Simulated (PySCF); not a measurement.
C₂H₉FGeN₂

```xyz
15

C    -2.2997   -0.1498   -0.2347
N    -1.0288    0.5460   -0.1237
Ge    0.5323   -0.1306   -0.7462
N     0.6209   -1.7749    0.0089
C     1.9446    1.1902   -0.1799
F     2.0272    1.1756    1.1958
H    -2.8087    0.0337   -1.1868
H    -2.1117   -1.2175   -0.1464
H    -2.9609    0.1590    0.5777
H    -1.1525    1.5442   -0.2163
H     0.6544   -0.3887   -2.2452
H     0.4991   -1.7782    1.0134
H     1.4245   -2.3440   -0.2153
H     2.9347    0.9265   -0.5577
H     1.7201    2.2166   -0.4713
```

Geometry: GFN2-xTB.

The calculation used CAM-B3LYP/def2-SVPD, SCF density, gas phase in PySCF 2.14.0.

What will maps of the electron density and electron localisation function show?

C–N (1.45 Å): the density is about 1.9 e/Å³ at the midpoint; the ELF peaks at about 0.95 between the atoms (a covalent bond).
Ge–N (1.81 Å): ρ at the midpoint is about 1 e/Å³; the ELF peaks at about 0.90 in the valence shell of N, 0.6 Å from its nucleus, and is about 0.50 at the midpoint.
C–Ge (2.01 Å): ρ at the midpoint is about 0.84 e/Å³; the ELF peaks at about 0.95 in the valence shell of C, 0.7 Å from its nucleus, and is about 0.75 at the midpoint.
C–H (1.09 Å): ρ is about 2 e/Å³ halfway; the ELF climbs to about 1 towards the hydrogen, as it does in any bond to H: an ordinary covalent bond to hydrogen.

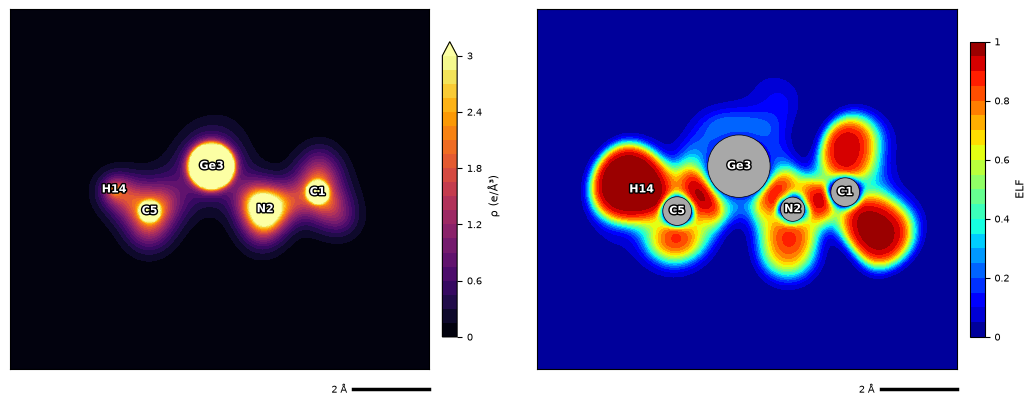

Computed electron density and electron localisation function on the plane of atoms C1, N2 and Ge3, in this order. Grey discs cover the atomic cores in the ELF map. 
